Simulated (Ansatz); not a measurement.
## Geometry relaxation, with input and output: ZrNH3ClF3 (part 2 of 3)

ZrNH3ClF3; RKS PBE/def2-SVP (Ansatz 0.2.0). It belongs to a series of runs on one base structure; here: end point B relaxed.

Geometry of the input (Å):
```
Zr -0.5384  0.0384  -0.4261
Cl 0.0442  0.1407  3.2533
F  1.2442  -0.0562  0.2577
F  -0.6207  1.6591  -1.4265
F  -0.7767  -1.4588  -1.5810
N  -2.2996  -0.0288  0.8281
H  -3.0175  -0.7634  0.7785
H  -2.7226  0.7952  1.2727
H  -1.0847  -0.3262  2.6952
```

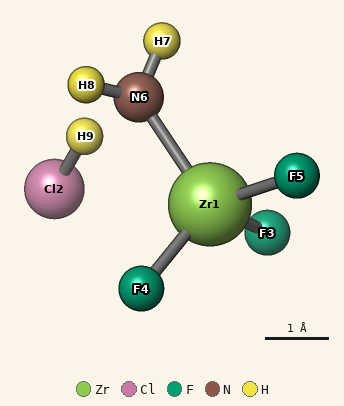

**Figure 1.** The geometry at step 15 of the log (ball-and-stick view, seen at a tilt; atoms are numbered from 1 in the order of the input).

**Trajectory as extended XYZ, continued**
```
9
Properties=species:S:1:pos:R:3:forces:R:3 step=3 energy=-23475.25506
Zr   -0.5709    0.0292   -0.4830    0.2006   0.0531  -0.1873
Cl   -0.2241    0.0737    3.3795   -0.2743  -0.0955  -0.1217
F     1.1977   -0.0822    0.2387   -0.1229  -0.0101   0.0066
F    -0.6746    1.6794   -1.4419   -0.0266  -0.0376   0.0472
F    -0.8353   -1.4648   -1.6394   -0.0316   0.0004   0.0120
N    -2.1201   -0.0314    0.8955   -0.3658  -0.3355   0.1921
H    -2.8176   -0.8031    0.9295    0.3006   0.3117  -0.0197
H    -2.5607    0.7906    1.3334    0.0053  -0.0049  -0.0698
H    -1.1663   -0.1913    2.4395    0.3146   0.1183   0.1407
9
Properties=species:S:1:pos:R:3:forces:R:3 step=4 energy=-23475.28017
Zr   -0.5726    0.0292   -0.5262   -0.0921   0.0303  -0.0222
Cl   -0.3014    0.0350    3.5189   -0.2713  -0.0846  -0.3531
F     1.1808   -0.0956    0.2204   -0.0380  -0.0140   0.0330
F    -0.6961    1.6903   -1.4612   -0.0090  -0.0236   0.0248
F    -0.8669   -1.4649   -1.6759    0.0010   0.0046   0.0037
N    -2.0884   -0.0313    0.9041    0.0282   0.0383  -0.0206
H    -2.7571   -0.8150    0.9692    0.0940   0.0442   0.0354
H    -2.5703    0.8049    1.2716    0.0814  -0.0914  -0.0428
H    -1.0999   -0.1525    2.4310    0.2058   0.0963   0.3417
9
Properties=species:S:1:pos:R:3:forces:R:3 step=5 energy=-23475.29553
Zr   -0.5805    0.0314   -0.5694   -0.0915  -0.0007   0.1305
Cl   -0.3738    0.0077    3.5725   -0.0157  -0.0148   0.0154
F     1.1577   -0.1100    0.2057    0.0116  -0.0138   0.0015
F    -0.7063    1.7011   -1.4851   -0.0145   0.0316  -0.0083
F    -0.8841   -1.4615   -1.7176   -0.0021  -0.0308  -0.0255
N    -2.0459   -0.0291    0.9090    0.0787   0.1535  -0.1357
H    -2.6806   -0.8287    1.0285   -0.0385  -0.0717   0.0406
H    -2.5443    0.8084    1.2481    0.0423  -0.0713  -0.0301
H    -1.1141   -0.1194    2.4602    0.0296   0.0181   0.0116
9
Properties=species:S:1:pos:R:3:forces:R:3 step=6 energy=-23475.29870
Zr   -0.5800    0.0307   -0.5788   -0.0788   0.0020   0.0154
Cl   -0.4305   -0.0146    3.6035    0.0121  -0.0062   0.0293
F     1.1698   -0.1242    0.1651    0.0341  -0.0139   0.0466
F    -0.7138    1.7062   -1.4824   -0.0136   0.0254  -0.0078
F    -0.8857   -1.4595   -1.7310   -0.0093  -0.0172  -0.0153
N    -2.0339   -0.0224    0.9046    0.0719   0.1227  -0.0783
H    -2.6377   -0.8337    1.0822   -0.0528  -0.1066   0.0221
H    -2.5437    0.8096    1.2358    0.0181  -0.0126  -0.0280
H    -1.1164   -0.0921    2.4529    0.0184   0.0066   0.0160
9
Properties=species:S:1:pos:R:3:forces:R:3 step=7 energy=-23475.29920
Zr   -0.5872    0.0316   -0.6145   -0.0257  -0.0009   0.0651
Cl   -0.4857   -0.0516    3.6827   -0.1245   0.0030  -0.2578
F     1.1529   -0.1457    0.1499    0.0300  -0.0097   0.0079
F    -0.7291    1.7182   -1.4971   -0.0068   0.0215  -0.0140
F    -0.8992   -1.4567   -1.7693   -0.0078  -0.0173  -0.0187
N    -2.0078   -0.0131    0.8933   -0.1352  -0.1859   0.0535
H    -2.5705   -0.8477    1.1398    0.1436   0.2220  -0.0676
H    -2.5456    0.8151    1.1878   -0.0028  -0.0318  -0.0078
H    -1.0997   -0.0501    2.4793    0.1292  -0.0010   0.2393
9
Properties=species:S:1:pos:R:3:forces:R:3 step=8 energy=-23475.30275
Zr   -0.5808    0.0329   -0.6039   -0.0842  -0.0068   0.0209
Cl   -0.4664   -0.0312    3.6682    0.0117   0.0049   0.0147
F     1.1560   -0.1749    0.1642    0.0197  -0.0009   0.0028
F    -0.7280    1.7215   -1.4834    0.0192   0.0170   0.0103
F    -0.9057   -1.4370   -1.7793    0.0091  -0.0135  -0.0002
N    -2.0192   -0.0194    0.8851    0.0293   0.0046  -0.0122
H    -2.5661   -0.8549    1.1361    0.0068  -0.0015  -0.0062
H    -2.5682    0.8019    1.1756   -0.0055  -0.0024  -0.0093
H    -1.0934   -0.0389    2.4892   -0.0061  -0.0014  -0.0209
9
Properties=species:S:1:pos:R:3:forces:R:3 step=9 energy=-23475.30504
Zr   -0.5918    0.0299   -0.5921    0.0845   0.0054  -0.0583
Cl   -0.4237    0.0558    3.6403   -0.0027   0.0080  -0.0004
F     1.1304   -0.2626    0.1763    0.0461  -0.0140   0.0198
F    -0.6852    1.7551   -1.4042   -0.0090   0.0358  -0.0075
F    -0.9161   -1.3937   -1.8232   -0.0230  -0.0247  -0.0258
N    -2.0292   -0.0463    0.8860   -0.0792   0.0001   0.0431
H    -2.5442   -0.8976    1.1483   -0.0071  -0.0244   0.0170
H    -2.6219    0.7571    1.1367   -0.0107   0.0092   0.0178
H    -1.0902    0.0023    2.4837    0.0010   0.0044  -0.0058
9
Properties=species:S:1:pos:R:3:forces:R:3 step=10 energy=-23475.30671
Zr   -0.5972    0.0231   -0.5738    0.4059   0.0727  -0.2062
Cl   -0.3676    0.2371    3.5925   -0.1049  -0.0032  -0.1618
F     1.0995   -0.4450    0.1899   -0.2329   0.0429  -0.1023
F    -0.6071    1.8227   -1.2460   -0.0309  -0.2707   0.0893
F    -0.9535   -1.3009   -1.9173    0.0018   0.1632   0.1233
N    -2.0502   -0.1033    0.8780   -0.3409   0.0494   0.1792
H    -2.4906   -0.9868    1.1840    0.0506   0.1510  -0.0318
H    -2.7187    0.6641    1.0758    0.1723  -0.2309  -0.0193
H    -1.0864    0.0891    2.4689    0.0788   0.0255   0.1296
9
Properties=species:S:1:pos:R:3:forces:R:3 step=11 energy=-23475.31421
Zr   -0.5842    0.0178   -0.5716    0.1594   0.0672  -0.1020
Cl   -0.3817    0.2685    3.5851   -0.0484   0.0092  -0.0751
F     1.1101   -0.4558    0.1839   -0.1153   0.0079  -0.0603
F    -0.6084    1.8156   -1.2343   -0.0033  -0.1594   0.0565
F    -0.9688   -1.2830   -1.9248    0.0184   0.0890   0.0668
N    -2.0471   -0.1150    0.8775   -0.1639   0.0659   0.1083
H    -2.4989   -0.9940    1.1708    0.0224   0.0612  -0.0083
H    -2.6979    0.6573    1.0990    0.0939  -0.1442  -0.0333
H    -1.0950    0.0886    2.4665    0.0368   0.0032   0.0475
9
Properties=species:S:1:pos:R:3:forces:R:3 step=12 energy=-23475.32616
Zr   -0.5712    0.0082   -0.5477    0.0649  -0.0359  -0.0828
Cl   -0.3729    0.4554    3.5298   -0.0950  -0.0356  -0.1762
F     1.0992   -0.5948    0.1730   -0.1583   0.0255  -0.0777
F    -0.5496    1.8370   -1.1125    0.0051  -0.1310   0.0513
F    -1.0096   -1.1786   -1.9916    0.0605   0.1418   0.1532
N    -2.0553   -0.1687    0.8843    0.0196   0.0524   0.0215
H    -2.4809   -1.0593    1.1750   -0.0060  -0.0155   0.0087
H    -2.7328    0.5803    1.0939    0.0403  -0.0618  -0.0193
H    -1.0988    0.1205    2.4476    0.0688   0.0600   0.1214
9
Properties=species:S:1:pos:R:3:forces:R:3 step=13 energy=-23475.34248
Zr   -0.5637   -0.0007   -0.5112    0.1526  -0.1075  -0.1298
Cl   -0.3447    0.6189    3.4190   -0.1381  -0.0535  -0.2283
F     1.0768   -0.7298    0.1675   -0.2404   0.0688  -0.1126
F    -0.4828    1.8556   -0.9731   -0.0093  -0.1625   0.0562
F    -1.0326   -1.0692   -2.0412    0.0843   0.1992   0.2628
N    -2.0625   -0.2262    0.9027    0.0123   0.0227   0.0099
H    -2.4638   -1.1303    1.1883    0.0151  -0.0030   0.0095
H    -2.7691    0.4983    1.0951   -0.0139  -0.0212  -0.0316
H    -1.1295    0.1835    2.4049    0.1374   0.0570   0.1639
9
Properties=species:S:1:pos:R:3:forces:R:3 step=14 energy=-23475.36716
Zr   -0.5508   -0.0028   -0.4552    0.1023  -0.0671  -0.1185
Cl   -0.3043    0.7481    3.2795   -0.1192  -0.1025  -0.2577
F     1.0600   -0.8276    0.1757   -0.1839   0.0416  -0.0749
F    -0.4335    1.8665   -0.8432   -0.0075  -0.1208   0.0267
F    -1.0437   -0.9743   -2.0388    0.0882   0.1697   0.2259
N    -2.0865   -0.2628    0.9159   -0.0090  -0.0104   0.0400
H    -2.4558   -1.1777    1.2103    0.0052  -0.0012  -0.0037
H    -2.8325    0.4333    1.0662    0.0441  -0.0490  -0.0167
H    -1.1249    0.1972    2.3414    0.0799   0.1396   0.1789
9
Properties=species:S:1:pos:R:3:forces:R:3 step=15 energy=-23475.39921
Zr   -0.5389    0.0028   -0.4008    0.2151  -0.0712   0.0260
Cl   -0.2212    0.8129    3.1130   -0.2838  -0.1120  -0.3090
F     1.0398   -0.9086    0.1844   -0.1394   0.0306  -0.0840
F    -0.3889    1.8759   -0.7465   -0.0127  -0.0455   0.0005
F    -1.0351   -0.8861   -2.0255    0.0516   0.1177   0.1419
N    -2.0992   -0.3017    0.9363   -0.2113   0.0799   0.1645
H    -2.4446   -1.2273    1.2278    0.0163   0.0183  -0.0048
H    -2.8780    0.3673    1.0474    0.0440  -0.1027  -0.0665
H    -1.2058    0.2648    2.3160    0.3202   0.0848   0.1315
9
Properties=species:S:1:pos:R:3:forces:R:3 step=16 energy=-23475.46142
Zr   -0.5211    0.0157   -0.3122    0.2619   0.0018   0.0282
Cl   -0.1775    0.8716    2.9319   -0.0284  -0.0345  -0.2137
F     1.0384   -0.9705    0.1950   -0.1059   0.0107  -0.0544
F    -0.3550    1.8852   -0.6651   -0.0079  -0.0184  -0.0157
F    -1.0209   -0.8018   -1.9691    0.0337   0.0894   0.1045
N    -2.1337   -0.3210    0.9671   -0.0728  -0.0430   0.1530
H    -2.4562   -1.2545    1.2558   -0.0042  -0.0228   0.0053
H    -2.9414    0.3142    1.0194   -0.0512   0.0073  -0.0198
H    -1.2046    0.2612    2.2289   -0.0251   0.0095   0.0125
9
Properties=species:S:1:pos:R:3:forces:R:3 step=17 energy=-23475.53948
Zr   -0.4932    0.0367   -0.2242    0.2837   0.0289   0.0408
Cl   -0.1307    0.9014    2.7450    0.1427   0.0375  -0.1465
F     1.0452   -1.0209    0.2019   -0.0920   0.0238  -0.0587
F    -0.3221    1.8994   -0.6122    0.0061  -0.0134  -0.0374
F    -1.0089   -0.7271   -1.9007    0.0350   0.0729   0.0860
N    -2.1619   -0.3415    0.9941   -0.1977   0.0814   0.2941
H    -2.4677   -1.2830    1.2790    0.0006   0.0251  -0.0192
H    -2.9934    0.2729    1.0040    0.1157  -0.1278  -0.0292
H    -1.2393    0.2621    2.1650   -0.2941  -0.1283  -0.1300
9
Properties=species:S:1:pos:R:3:forces:R:3 step=18 energy=-23475.62774
Zr   -0.4630    0.0646   -0.1286    0.4848  -0.0006  -0.2151
Cl   -0.0982    0.9182    2.5548    0.4269   0.2106   0.1471
F     1.0548   -1.0651    0.1939   -0.1393   0.0981  -0.0538
F    -0.2739    1.9143   -0.5744    0.0099  -0.0341  -0.0629
F    -1.0013   -0.6490   -1.8204   -0.0136   0.0330   0.0382
N    -2.1870   -0.3589    1.0318   -0.0887   0.1363   0.5000
H    -2.4741   -1.3079    1.3106    0.0153   0.0197  -0.0155
H    -3.0378    0.2231    0.9880    0.0594  -0.0673  -0.0211
H    -1.2913    0.2606    2.0963   -0.7548  -0.3957  -0.3170
9
Properties=species:S:1:pos:R:3:forces:R:3 step=19 energy=-23475.92191
Zr   -0.3962    0.1044   -0.0633    0.9241   0.0645  -0.4740
Cl   -0.1126    0.9062    2.3979    1.2203   0.7166   0.7397
F     1.0869   -1.1035    0.1584   -0.2310   0.2758  -0.0978
F    -0.2057    1.9333   -0.5987    0.0667  -0.1584  -0.0692
F    -1.0088   -0.5770   -1.7468   -0.2232  -0.0764   0.0307
N    -2.1760   -0.3430    1.1386   -0.3734   0.1895   0.5254
H    -2.4515   -1.3111    1.3622    0.0968   0.0270   0.0425
H    -3.0520    0.1882    0.9935    0.1707  -0.0481   0.0067
H    -1.4560    0.2026    2.0101   -1.6509  -0.9905  -0.7041
9
Properties=species:S:1:pos:R:3:forces:R:3 step=20 energy=-23476.41516
Zr   -0.3318    0.1331   -0.0476    0.7031   0.2878   0.2541
Cl   -0.0002    0.9663    2.3898    0.4002   0.0750  -0.1857
F     1.1128   -1.1116    0.1405   -0.0521   0.1755  -0.1600
F    -0.1655    1.9484   -0.6148    0.1292  -0.0895  -0.1949
F    -1.0381   -0.5581   -1.6983   -0.2508  -0.0678   0.1418
N    -2.2045   -0.3448    1.1763    0.1331  -0.2834  -0.5164
H    -2.4622   -1.3168    1.3755    0.1117  -0.1566   0.1676
H    -3.0667    0.1639    0.9927   -0.3594   0.3581  -0.0587
H    -1.6157    0.1197    1.9378   -0.8151  -0.2993   0.5523
9
Properties=species:S:1:pos:R:3:forces:R:3 step=21 energy=-23476.64751
Zr   -0.2306    0.1895   -0.0049   -0.3151  -0.1469  -0.0593
Cl    0.0971    0.9920    2.3369    0.1631   0.0383   0.0072
F     1.1685   -1.1080    0.0883    0.1627   0.1102  -0.1291
F    -0.0949    1.9655   -0.6874    0.2257   0.0283  -0.1730
F    -1.1002   -0.5442   -1.5823   -0.0777   0.0624   0.4197
N    -2.2241   -0.3597    1.1961   -1.6030   0.0034  -1.7721
H    -2.4733   -1.3551    1.3521    0.1470   0.3665   0.0040
H    -3.1273    0.1611    0.9452    1.3532  -0.7408   0.3687
H    -1.7870    0.0589    2.0080   -0.0558   0.2785   1.3337
9
Properties=species:S:1:pos:R:3:forces:R:3 step=22 energy=-23476.65559
Zr   -0.1893    0.2222    0.0248   -0.5785  -0.1428  -0.3417
Cl    0.1681    1.0111    2.3282   -0.0468   0.0025   0.1223
F     1.2123   -1.0772    0.0311    0.1038   0.1404  -0.0886
F    -0.0197    1.9623   -0.7628    0.1799  -0.2056   0.0099
F    -1.1893   -0.5499   -1.4592    0.0527   0.1040   0.3664
N    -2.2607   -0.3648    1.1651    3.4926   0.2231   2.7401
H    -2.4937   -1.3519    1.2739    0.0297  -0.4180   0.0803
H    -3.0786    0.0952    0.9033   -2.2760   1.3750  -0.8333
H    -1.9210    0.0529    2.1475   -0.9575  -1.0786  -2.0554
9
Properties=species:S:1:pos:R:3:forces:R:3 step=23 energy=-23476.93312
Zr   -0.1801    0.2399    0.0558   -0.4317  -0.0561  -0.4213
Cl    0.1663    1.0104    2.3514    0.1216   0.0709   0.0425
F     1.2320   -1.0451   -0.0178    0.0619   0.0865  -0.0470
F     0.0321    1.9353   -0.8209    0.0962  -0.2296   0.1009
F    -1.3184   -0.5667   -1.3273    0.2349   0.1939   0.4303
N    -2.1975   -0.3280    1.2083    0.6933  -0.4385  -0.0692
H    -2.3975   -1.3353    1.2030   -0.0142  -0.1744  -0.0448
H    -3.0146    0.1192    0.8201   -0.7691   0.4279  -0.4047
H    -2.0942   -0.0297    2.1793    0.0070   0.1193   0.4133
9
Properties=species:S:1:pos:R:3:forces:R:3 step=24 energy=-23476.94667
Zr   -0.1816    0.2480    0.0813   -0.2905  -0.1183  -0.5486
Cl    0.2236    1.0400    2.3552   -0.0658  -0.0096   0.0469
F     1.2552   -1.0012   -0.0514    0.0316   0.0235   0.0096
F     0.0849    1.9083   -0.8343    0.0275  -0.1109   0.0895
F    -1.3396   -0.5587   -1.2752    0.2100   0.1315   0.1950
N    -2.2278   -0.3475    1.1932    0.6331  -0.1617   0.1318
H    -2.4287   -1.3556    1.2021    0.0194  -0.1020  -0.0563
H    -3.0581    0.1047    0.8220   -0.4798   0.2838  -0.3070
H    -2.0998   -0.0381    2.1592   -0.0856   0.0636   0.4391
9
Properties=species:S:1:pos:R:3:forces:R:3 step=25 energy=-23476.91440 accepted=F
Zr   -0.2044    0.2339    0.0651    0.1041   0.0212  -0.3846
Cl    0.1631    1.0078    2.3675    0.0819   0.0451  -0.0072
F     1.2435   -1.0089   -0.0485   -0.0217   0.0492  -0.0027
F     0.0647    1.9114   -0.8228   -0.0020  -0.1386   0.0815
F    -1.3557   -0.5727   -1.2932    0.1450   0.1156   0.2052
N    -2.1798   -0.3375    1.2003   -1.2177   0.5458   0.4056
H    -2.3875   -1.3559    1.2048    0.0297   0.3229  -0.0215
H    -3.0419    0.1340    0.7784    1.0837  -0.6496   0.5729
H    -2.0740   -0.0121    2.2002   -0.2029  -0.3117  -0.8492
9
Properties=species:S:1:pos:R:3:forces:R:3 step=26 energy=-23476.96866
Zr   -0.1887    0.2424    0.0663   -0.0376  -0.0043  -0.1087
Cl    0.2150    1.0364    2.3515   -0.0493  -0.0227  -0.0336
F     1.2589   -0.9962   -0.0550    0.0109   0.0107  -0.0113
F     0.0919    1.9052   -0.8331    0.0155  -0.0416   0.0197
F    -1.3413   -0.5607   -1.2796    0.0327   0.0275   0.0503
N    -2.2180   -0.3430    1.2065    0.0592   0.0525   0.0676
H    -2.4164   -1.3549    1.1972    0.0143   0.0148  -0.0239
H    -3.0546    0.1122    0.8110    0.0301  -0.0135  -0.0179
H    -2.1186   -0.0414    2.1871   -0.0758  -0.0233   0.0578
```
